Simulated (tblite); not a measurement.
C₆H₉FOSi: geometry relaxation (part 1 of 3)

The run: geometry relaxation of C₆H₉FOSi. Method and program: GFN2-xTB geometry optimisation, gas phase (tblite 0.8.0).

It belongs to a series of runs on one base structure; here: H on C replaced by vinyl.

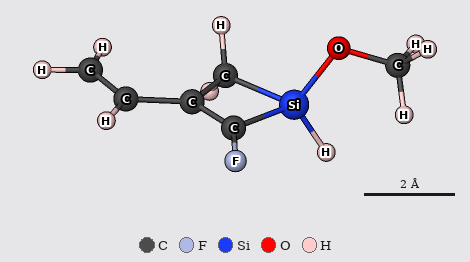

Figure 1. The structure as given in the input (ball-and-stick view, seen at a tilt). Bond lengths as drawn: C–C 1.30 to 1.51 Å, C–F 1.37 Å, C–H 1.06 to 1.13 Å, C–O 1.40 Å, C–Si 1.82 to 1.83 Å, H–Si 1.44 Å and O–Si 1.72 Å.

## The input
```
{"job": {"kind": "relax", "xc": "GFN2-xTB", "basis": "xTB"}, "charge": 0, "multiplicity": 1}
C     -2.003800     1.579300    -2.476300
C     -2.108400     1.306100    -1.200800
C     -1.078200     0.450500    -0.512800
C     -1.020500     0.084100     0.734900
F     -1.783800     0.284500     1.850500
Si     0.538500    -0.860600     0.525400
O      1.943600    -0.105600     1.164700
C      2.643100    -1.098300     1.860400
C      0.115900    -0.192100    -1.109900
H     -1.247200     1.252000    -3.140700
H     -2.794700     2.211800    -2.921700
H     -2.952800     1.708000    -0.660100
H      0.452600    -2.277200     0.789200
H      3.145700    -0.653900     2.758800
H      3.475500    -1.527500     1.258600
H      1.983600    -1.904000     2.270400
H     -0.129800    -0.868700    -1.941500
H      0.811700     0.618100    -1.470900
```

The first line tells a small driver script what to run in tblite; the rest is the geometry in Å.

Hardware: 1 CPU thread, shared host.

Launched with:
```bash
OMP_NUM_THREADS=1 python <driver script> task.json out
```

## Output
```
step      E/eV     max force
  0    -758.74783    4.249
  1    -759.19103    2.514
  2    -759.33015    1.070
  3    -759.39910    0.714
  4    -759.45925    0.737
  5    -759.50382    0.802
  6    -759.54722    0.679
  7    -759.58385    0.514
  8    -759.62294    0.503
  9    -759.65377    0.447
 10    -759.67287    0.325
 11    -759.68332    0.190
 12    -759.69010    0.228
 13    -759.69766    0.232
 14    -759.70444    0.205
 15    -759.70906    0.193
 16    -759.71233    0.150
 17    -759.71534    0.126
 18    -759.71847    0.109
 19    -759.72130    0.103
 20    -759.72342    0.099
 21    -759.72508    0.100
 22    -759.72648    0.073
 23    -759.72761    0.069
 24    -759.72850    0.079
 25    -759.72930    0.078
 26    -759.73005    0.058
 27    -759.73065    0.067
 28    -759.73105    0.055
 29    -759.73137    0.049
 30    -759.73174    0.049
 31    -759.73214    0.048
 32    -759.73248    0.039
 33    -759.73274    0.038
 34    -759.73297    0.038
 35    -759.73324    0.045
 36    -759.73347    0.032
 37    -759.73360    0.023
 38    -759.73368    0.021
 39    -759.73376    0.023
 40    -759.73385    0.023
 41    -759.73392    0.017
 42    -759.73396    0.014
 43    -759.73399    0.014
 44    -759.73403    0.021
 45    -759.73410    0.027
 46    -759.73421    0.026
 47    -759.73435    0.028
 48    -759.73453    0.038
 49    -759.73476    0.052
 50    -759.73506    0.061
 51    -759.73544    0.060
 52    -759.73588    0.057
 53    -759.73634    0.047
 54    -759.73684    0.063
 55    -759.73742    0.084
 56    -759.73806    0.079
 57    -759.73841    0.094
 58    -759.73890    0.085
 59    -759.73964    0.048
 60    -759.74018    0.043
 61    -759.74137    0.059
 62    -759.74207    0.077
 63    -759.74305    0.081
 64    -759.74402    0.062
 65    -759.74485    0.062
 66    -759.74549    0.060
 67    -759.74607    0.065
 68    -759.74671    0.056
 69    -759.74736    0.057
 70    -759.74802    0.063
 71    -759.74889    0.068
 72    -759.75008    0.084
 73    -759.75134    0.085
 74    -759.75239    0.112
 75    -759.75339    0.092
 76    -759.75423    0.051
 77    -759.75479    0.053
 78    -759.75507    0.038
 79    -759.75529    0.035
 80    -759.75546    0.027
 81    -759.75559    0.023
 82    -759.75569    0.021
 83    -759.75579    0.024
 84    -759.75592    0.031
 85    -759.75614    0.034
 86    -759.75646    0.038
 87    -759.75681    0.042
 88    -759.75714    0.044
 89    -759.75750    0.045
 90    -759.75794    0.043
 91    -759.75838    0.038
 92    -759.75870    0.036
 93    -759.75885    0.025
 94    -759.75896    0.024
 95    -759.75907    0.026
 96    -759.75921    0.028
 97    -759.75935    0.030
 98    -759.75949    0.027
 99    -759.75963    0.031
100    -759.75981    0.029
101    -759.76004    0.041
102    -759.76028    0.044
103    -759.76048    0.033
104    -759.76059    0.025
105    -759.76065    0.018
106    -759.76072    0.025
107    -759.76079    0.032
108    -759.76090    0.029
109    -759.76106    0.036
110    -759.76127    0.037
111    -759.76155    0.038
112    -759.76212    0.055
113    -759.76287    0.068
114    -759.76328    0.113
115    -759.76368    0.105
116    -759.76423    0.035
117    -759.76446    0.030
118    -759.76482    0.059
119    -759.76507    0.058
120    -759.76532    0.050
121    -759.76560    0.041
122    -759.76600    0.047
123    -759.76645    0.049
124    -759.76684    0.056
125    -759.76706    0.068
126    -759.76701    0.083
127    -759.76738    0.034
128    -759.76745    0.026
129    -759.76755    0.031
130    -759.76763    0.032
131    -759.76771    0.027
132    -759.76780    0.025
133    -759.76791    0.023
134    -759.76805    0.030
135    -759.76821    0.024
136    -759.76828    0.034
137    -759.76837    0.023
138    -759.76841    0.017
139    -759.76844    0.015
140    -759.76850    0.017
141    -759.76853    0.015
142    -759.76855    0.012
143    -759.76858    0.012
144    -759.76861    0.010
```

## Trajectory as extended XYZ (Å, eV, eV/Å), 27 of the 145 frames kept, from step=0 to step=144
```
18
Properties=species:S:1:pos:R:3:forces:R:3 step=0 energy=-758.74783
C    -2.0038    1.5793   -2.4763   -1.3680   1.1610  -1.1760
C    -2.1084    1.3061   -1.2008    1.3950  -1.2980   1.2050
C    -1.0782    0.4505   -0.5128   -3.0090   2.1750  -2.0660
C    -1.0205    0.0841    0.7349   -0.3090  -0.5260   3.3070
F    -1.7838    0.2845    1.8505   -0.2140   0.3600  -0.7560
Si    0.5385   -0.8606    0.5254    2.5510   0.0660   2.0020
O     1.9436   -0.1056    1.1647   -1.6660  -2.0420  -0.5320
C     2.6431   -1.0983    1.8604    1.3190  -0.1400   1.5710
C     0.1159   -0.1921   -1.1099    0.6030   1.3650  -3.0140
H    -1.2472    1.2520   -3.1407    0.4970  -0.2480  -0.1870
H    -2.7947    2.2118   -2.9217    0.6420  -0.4180   0.0550
H    -2.9528    1.7080   -0.6601    0.2390  -0.2270   0.3890
H     0.4526   -2.2772    0.7892    0.0120  -0.3210  -0.0880
H     3.1457   -0.6539    2.7588   -0.4020   0.0000  -0.6150
H     3.4755   -1.5275    1.2586   -0.7320   0.1140   0.1160
H     1.9836   -1.9040    2.2704    0.7640   0.5430  -0.4420
H    -0.1298   -0.8687   -1.9415    0.1900   0.3510   0.2260
H     0.8117    0.6181   -1.4709   -0.5130  -0.9150   0.0050
18
Properties=species:S:1:pos:R:3:forces:R:3 step=6 energy=-759.54722
C    -2.0346    1.5971   -2.4991   -0.0850   0.0640  -0.1050
C    -2.1062    1.2832   -1.2088   -0.1310   0.0260   0.2530
C    -1.1525    0.4762   -0.5081    0.2260   0.0600  -0.0600
C    -1.0272    0.1047    0.7885   -0.0480   0.0990  -0.4660
F    -1.8688    0.3529    1.8099   -0.1530   0.1280  -0.0370
Si    0.5568   -0.8638    0.5123   -0.0420   0.0070   0.3220
O     1.9059   -0.2813    1.1857   -0.1520   0.2520  -0.1170
C     2.7217   -1.1239    1.9432   -0.0920  -0.0540  -0.0760
C     0.0811   -0.1172   -1.1564    0.3530  -0.1330  -0.1000
H    -1.2358    1.2450   -3.1316   -0.0520   0.0030   0.0370
H    -2.7857    2.2217   -2.9608    0.1210  -0.0710   0.0110
H    -2.9101    1.6659   -0.5987   -0.1850   0.0550   0.0300
H     0.4601   -2.2934    0.7633   -0.0750  -0.1760  -0.1320
H     3.1607   -0.5737    2.7777    0.0330  -0.0670  -0.2160
H     3.4597   -1.5388    1.2630    0.4330  -0.0230   0.2270
H     2.0922   -1.9299    2.2958    0.2710  -0.3450   0.5180
H    -0.1221   -0.8249   -1.9524   -0.2140   0.0200  -0.0890
H     0.7959    0.6066   -1.5448   -0.2080   0.1560   0.0010
18
Properties=species:S:1:pos:R:3:forces:R:3 step=11 energy=-759.68332
C    -2.0557    1.6009   -2.4940   -0.0200   0.0680  -0.0570
C    -2.1306    1.2939   -1.2015    0.0610   0.0580   0.0320
C    -1.1383    0.5005   -0.5365   -0.0740   0.0200  -0.0540
C    -1.0494    0.1350    0.7563    0.0260  -0.0490   0.0860
F    -1.9380    0.4234    1.7387    0.0770  -0.0060  -0.1100
Si    0.5218   -0.8794    0.5339    0.0270  -0.1180  -0.1460
O     1.8913   -0.3562    1.2097   -0.0240  -0.1340   0.0610
C     2.7517   -1.1572    1.9685    0.1190   0.0150   0.0470
C     0.0949   -0.1094   -1.1710   -0.1140   0.0120  -0.0180
H    -1.2468    1.2422   -3.1091   -0.0040  -0.0150   0.0370
H    -2.7753    2.2255   -2.9911   -0.1200   0.0090   0.0370
H    -2.9277    1.6511   -0.5603   -0.0560   0.0430  -0.1570
H     0.4407   -2.3327    0.7088   -0.1410   0.0760  -0.0940
H     3.1831   -0.5355    2.7472    0.0910   0.0410   0.1140
H     3.5432   -1.5442    1.3269    0.0950   0.0070  -0.0130
H     2.2340   -2.0043    2.4234   -0.0010   0.0780   0.0040
H    -0.1638   -0.7946   -1.9776    0.0200  -0.0260   0.0730
H     0.7560    0.6474   -1.5939    0.0370  -0.0770   0.1580
18
Properties=species:S:1:pos:R:3:forces:R:3 step=17 energy=-759.71534
C    -2.0662    1.6178   -2.4995   -0.0040  -0.0270  -0.0220
C    -2.1340    1.3151   -1.2059   -0.0150  -0.0480  -0.0100
C    -1.1447    0.5101   -0.5455   -0.0120  -0.0020   0.0190
C    -1.0480    0.1336    0.7431   -0.0080  -0.0010   0.0700
F    -1.9405    0.4400    1.7147    0.0620  -0.0330   0.0470
Si    0.5195   -0.9016    0.5145   -0.0470   0.0100   0.1170
O     1.8841   -0.4083    1.2278    0.0680  -0.0590   0.0140
C     2.7896   -1.1615    1.9915   -0.0260   0.0070   0.0030
C     0.0839   -0.1133   -1.1760   -0.0420   0.0260   0.0280
H    -1.2546    1.2459   -3.1022   -0.0280   0.0750  -0.0740
H    -2.8073    2.2261   -2.9869    0.0000  -0.0020  -0.0210
H    -2.9551    1.6690   -0.5942    0.0540   0.0020   0.0150
H     0.3776   -2.3471    0.6569   -0.0790  -0.0410  -0.0510
H     3.2152   -0.5153    2.7622   -0.0410  -0.0060  -0.0700
H     3.5939   -1.5373    1.3497   -0.0920   0.0500   0.0650
H     2.2871   -2.0069    2.4691    0.0940   0.0440  -0.0250
H    -0.1733   -0.7996   -1.9786    0.0430   0.0240  -0.0510
H     0.7639    0.6395   -1.5625    0.0740  -0.0190  -0.0540
18
Properties=species:S:1:pos:R:3:forces:R:3 step=22 energy=-759.72648
C    -2.0756    1.6190   -2.5074    0.0020  -0.0040   0.0080
C    -2.1374    1.3112   -1.2135    0.0350   0.0170  -0.0160
C    -1.1475    0.5123   -0.5434    0.0500   0.0000   0.0070
C    -1.0491    0.1379    0.7483    0.0160   0.0180  -0.0460
F    -1.9302    0.4408    1.7285   -0.0070   0.0070   0.0460
Si    0.5049   -0.9142    0.5261    0.0050  -0.0130  -0.0670
O     1.8819   -0.4438    1.2302   -0.0710   0.0120  -0.0130
C     2.8025   -1.1596    2.0047   -0.0050  -0.0140  -0.0260
C     0.0825   -0.1129   -1.1702    0.0650  -0.0270   0.0100
H    -1.2653    1.2704   -3.1248   -0.0060   0.0000  -0.0260
H    -2.8229    2.2250   -2.9904   -0.0060  -0.0070   0.0220
H    -2.9535    1.6770   -0.6023    0.0170  -0.0420   0.0210
H     0.3203   -2.3614    0.6156   -0.0300   0.0070   0.0130
H     3.2220   -0.4943    2.7597   -0.0490   0.0490  -0.0130
H     3.6080   -1.5259    1.3672    0.0520  -0.0010  -0.0430
H     2.3339   -2.0116    2.4959   -0.0330  -0.0210   0.0390
H    -0.1648   -0.7886   -1.9871   -0.0130  -0.0020   0.0320
H     0.7816    0.6251   -1.5588   -0.0240   0.0200   0.0520
18
Properties=species:S:1:pos:R:3:forces:R:3 step=28 energy=-759.73105
C    -2.0762    1.6195   -2.5115    0.0010   0.0040   0.0140
C    -2.1250    1.3115   -1.2170    0.0060  -0.0020   0.0190
C    -1.1361    0.5166   -0.5420    0.0020  -0.0080  -0.0050
C    -1.0431    0.1415    0.7499    0.0190  -0.0140   0.0000
F    -1.9182    0.4420    1.7390    0.0150   0.0190  -0.0490
Si    0.4975   -0.9283    0.5204   -0.0220  -0.0310   0.0090
O     1.8688   -0.4611    1.2300   -0.0110  -0.0100  -0.0330
C     2.8029   -1.1598    2.0031   -0.0200   0.0280   0.0000
C     0.0913   -0.1147   -1.1675    0.0010   0.0020   0.0080
H    -1.2724    1.2815   -3.1440    0.0000  -0.0050   0.0180
H    -2.8344    2.2215   -2.9825   -0.0090  -0.0080   0.0140
H    -2.9421    1.6641   -0.5996   -0.0030   0.0060  -0.0020
H     0.2830   -2.3707    0.6041   -0.0040  -0.0080   0.0160
H     3.2046   -0.4721    2.7478    0.0130   0.0010   0.0120
H     3.6160   -1.5159    1.3658   -0.0230   0.0060   0.0120
H     2.3459   -2.0116    2.5091    0.0090   0.0040  -0.0160
H    -0.1622   -0.7866   -1.9850    0.0200   0.0360  -0.0110
H     0.7911    0.6288   -1.5417    0.0070  -0.0180  -0.0060
18
Properties=species:S:1:pos:R:3:forces:R:3 step=33 energy=-759.73274
C    -2.0754    1.6211   -2.5075   -0.0160  -0.0120  -0.0010
C    -2.1186    1.3119   -1.2134   -0.0050   0.0020   0.0030
C    -1.1278    0.5170   -0.5431   -0.0040   0.0020   0.0000
C    -1.0369    0.1401    0.7476   -0.0210  -0.0020   0.0070
F    -1.9120    0.4512    1.7316   -0.0170   0.0100   0.0150
Si    0.4902   -0.9441    0.5178    0.0080   0.0060  -0.0080
O     1.8615   -0.4698    1.2199    0.0100   0.0000   0.0120
C     2.7978   -1.1528    2.0024    0.0130  -0.0160  -0.0080
C     0.0980   -0.1164   -1.1669   -0.0090  -0.0060  -0.0180
H    -1.2751    1.2835   -3.1446    0.0020   0.0100   0.0160
H    -2.8424    2.2164   -2.9722    0.0020   0.0040  -0.0090
H    -2.9380    1.6599   -0.5965    0.0100   0.0070   0.0160
H     0.2648   -2.3839    0.6076    0.0030  -0.0080   0.0090
H     3.1977   -0.4607    2.7451   -0.0250  -0.0020  -0.0140
H     3.6118   -1.5082    1.3673    0.0280   0.0070  -0.0020
H     2.3504   -2.0090    2.5092   -0.0180   0.0180   0.0100
H    -0.1556   -0.7772   -1.9918    0.0100  -0.0050  -0.0360
H     0.8009    0.6274   -1.5342    0.0300  -0.0160   0.0090
18
Properties=species:S:1:pos:R:3:forces:R:3 step=39 energy=-759.73376
C    -2.0796    1.6203   -2.5048    0.0010   0.0090   0.0040
C    -2.1170    1.3130   -1.2102   -0.0040   0.0050  -0.0070
C    -1.1242    0.5168   -0.5447    0.0020  -0.0060  -0.0090
C    -1.0373    0.1378    0.7460   -0.0020   0.0080  -0.0220
F    -1.9118    0.4595    1.7276   -0.0010  -0.0090   0.0100
Si    0.4857   -0.9529    0.5148    0.0020   0.0040  -0.0100
O     1.8584   -0.4771    1.2136    0.0010   0.0030  -0.0210
C     2.7971   -1.1513    2.0002   -0.0020   0.0020   0.0020
C     0.0997   -0.1199   -1.1705    0.0130  -0.0140   0.0090
H    -1.2761    1.2869   -3.1399   -0.0070   0.0000  -0.0010
H    -2.8474    2.2147   -2.9694    0.0030   0.0000  -0.0030
H    -2.9326    1.6602   -0.5881    0.0010   0.0050   0.0080
H     0.2559   -2.3918    0.6125    0.0050   0.0020   0.0030
H     3.1877   -0.4524    2.7406   -0.0010   0.0110   0.0050
H     3.6172   -1.5023    1.3698    0.0010  -0.0050   0.0090
H     2.3502   -2.0044    2.5120    0.0030  -0.0100  -0.0010
H    -0.1489   -0.7708   -2.0058   -0.0050   0.0010   0.0090
H     0.8144    0.6199   -1.5253   -0.0080  -0.0070   0.0150
18
Properties=species:S:1:pos:R:3:forces:R:3 step=44 energy=-759.73403
C    -2.0807    1.6226   -2.5041   -0.0010   0.0000  -0.0040
C    -2.1169    1.3143   -1.2099    0.0040  -0.0010   0.0040
C    -1.1240    0.5156   -0.5472   -0.0020   0.0030   0.0090
C    -1.0378    0.1371    0.7435    0.0050  -0.0120   0.0170
F    -1.9101    0.4580    1.7279    0.0010  -0.0020  -0.0110
Si    0.4850   -0.9548    0.5136   -0.0040  -0.0080   0.0100
O     1.8606   -0.4776    1.2056    0.0090  -0.0090  -0.0080
C     2.7954   -1.1495    1.9993    0.0010   0.0020  -0.0010
C     0.1004   -0.1232   -1.1706   -0.0100   0.0090  -0.0030
H    -1.2781    1.2877   -3.1392    0.0000  -0.0030  -0.0070
H    -2.8485    2.2157   -2.9698   -0.0030   0.0120   0.0020
H    -2.9296    1.6619   -0.5839    0.0000   0.0030  -0.0050
H     0.2565   -2.3932    0.6165    0.0030  -0.0020   0.0020
H     3.1823   -0.4482    2.7398   -0.0070   0.0000   0.0010
H     3.6182   -1.5017    1.3733    0.0080   0.0010   0.0070
H     2.3481   -2.0035    2.5100   -0.0030   0.0070  -0.0010
H    -0.1477   -0.7708   -2.0080    0.0010  -0.0060   0.0010
H     0.8180    0.6161   -1.5184   -0.0010   0.0060  -0.0110
18
Properties=species:S:1:pos:R:3:forces:R:3 step=50 energy=-759.73506
C    -2.0861    1.6316   -2.5030    0.0220  -0.0120   0.0200
C    -2.1118    1.3214   -1.2080   -0.0030  -0.0060  -0.0010
C    -1.1234    0.5127   -0.5468   -0.0010  -0.0130  -0.0230
C    -1.0394    0.1255    0.7424   -0.0230   0.0250  -0.0370
F    -1.9128    0.4502    1.7242   -0.0090  -0.0080   0.0290
Si    0.4819   -0.9709    0.5107    0.0190   0.0280  -0.0320
O     1.8826   -0.4992    1.1555    0.0060  -0.0130   0.0010
C     2.7953   -1.1430    1.9971    0.0010  -0.0080   0.0070
C     0.0993   -0.1295   -1.1699    0.0130  -0.0100  -0.0010
H    -1.2938    1.2888   -3.1478   -0.0020   0.0010   0.0090
H    -2.8506    2.2358   -2.9637    0.0240  -0.0270   0.0490
H    -2.9182    1.6753   -0.5769    0.0070   0.0070  -0.0030
H     0.2590   -2.4089    0.6323   -0.0150   0.0110  -0.0040
H     3.1491   -0.4259    2.7393   -0.0030   0.0100  -0.0140
H     3.6420   -1.4979    1.4047    0.0030   0.0170   0.0190
H     2.3419   -1.9925    2.5090   -0.0160  -0.0040  -0.0020
H    -0.1449   -0.7763   -2.0092   -0.0130   0.0150  -0.0010
H     0.8213    0.6092   -1.5116   -0.0090  -0.0120  -0.0150
18
Properties=species:S:1:pos:R:3:forces:R:3 step=55 energy=-759.73742
C    -2.0852    1.6414   -2.4947   -0.0150   0.0070  -0.0090
C    -2.1004    1.3280   -1.2017    0.0070  -0.0060   0.0110
C    -1.1209    0.5037   -0.5510    0.0100  -0.0030   0.0350
C    -1.0439    0.1094    0.7358    0.0570  -0.0300   0.0540
F    -1.9152    0.4338    1.7224    0.0170  -0.0120  -0.0300
Si    0.4792   -0.9927    0.4974    0.0150  -0.0100   0.0100
O     1.9216   -0.5515    1.0675    0.0140   0.0130  -0.0070
C     2.7926   -1.1325    1.9952   -0.0150   0.0200  -0.0050
C     0.1000   -0.1407   -1.1738   -0.0140  -0.0010  -0.0230
H    -1.3178    1.2905   -3.1631    0.0340  -0.0210   0.0310
H    -2.8497    2.2613   -2.9282   -0.0260   0.0280  -0.0360
H    -2.8926    1.6991   -0.5630   -0.0020  -0.0020   0.0120
H     0.2461   -2.4271    0.6548   -0.0290   0.0370  -0.0230
H     3.0831   -0.3773    2.7274   -0.0270   0.0020   0.0080
H     3.6858   -1.4802    1.4705   -0.0210  -0.0070   0.0140
H     2.3266   -1.9739    2.5091    0.0170  -0.0040   0.0070
H    -0.1455   -0.7795   -2.0171   -0.0200  -0.0180  -0.0270
H     0.8275    0.5945   -1.5091   -0.0010   0.0080  -0.0210
18
Properties=species:S:1:pos:R:3:forces:R:3 step=61 energy=-759.74137
C    -2.0859    1.6486   -2.4839   -0.0030  -0.0070   0.0230
C    -2.0904    1.3297   -1.1911    0.0080   0.0280   0.0180
C    -1.1112    0.4962   -0.5482   -0.0330   0.0060  -0.0410
C    -1.0286    0.0955    0.7367   -0.0080   0.0360  -0.0280
F    -1.9081    0.4145    1.7179    0.0500  -0.0100   0.0180
Si    0.4886   -1.0089    0.4792   -0.0180  -0.0100  -0.0180
O     1.9575   -0.5994    0.9975    0.0100   0.0070  -0.0030
C     2.7860   -1.1197    1.9958    0.0010  -0.0040   0.0220
C     0.1004   -0.1525   -1.1858   -0.0350   0.0400  -0.0120
H    -1.3270    1.2860   -3.1582   -0.0230   0.0140   0.0330
H    -2.8487    2.2829   -2.9050    0.0450  -0.0320  -0.0210
H    -2.8696    1.7144   -0.5434    0.0080  -0.0280   0.0070
H     0.2133   -2.4291    0.6585   -0.0050  -0.0530  -0.0170
H     3.0121   -0.3315    2.7156   -0.0080  -0.0020   0.0180
H     3.7142   -1.4611    1.5339    0.0200   0.0130   0.0020
H     2.3202   -1.9588    2.5143   -0.0200   0.0150   0.0000
H    -0.1580   -0.7838   -2.0327   -0.0010  -0.0060   0.0300
H     0.8265    0.5834   -1.5229    0.0100  -0.0090  -0.0300
```
